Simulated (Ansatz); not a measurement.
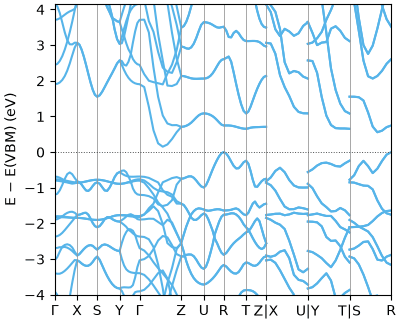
Figure: Band structure from r²SCAN (plane waves, PAW; program Ansatz)

Q: Read off the gap and where the band edges lie.

A: About 0.2 eV (0.15 eV by a search for the band edges); maximum at R, minimum on the Γ–Z line, 56 % of the way from Γ.

The material is Sb2Ru in space group Pnnm (No. 58; Sb on 4g, Ru on 2a).

The workflow started from a Materials Project entry (that database holds measured and hypothetical structures alike); the Crystallography Open Database files this formula in space group No. 58, but the cells were not matched. Its standing as an ambient phase is unchecked. The cell was relaxed with r²SCAN under the symmetry of its start; its stability against distortions is not shown here. The run is not spin-polarised. Spin–orbit coupling is left out wherever it is not named.

Potentials: the later of the program's two PAW sets.
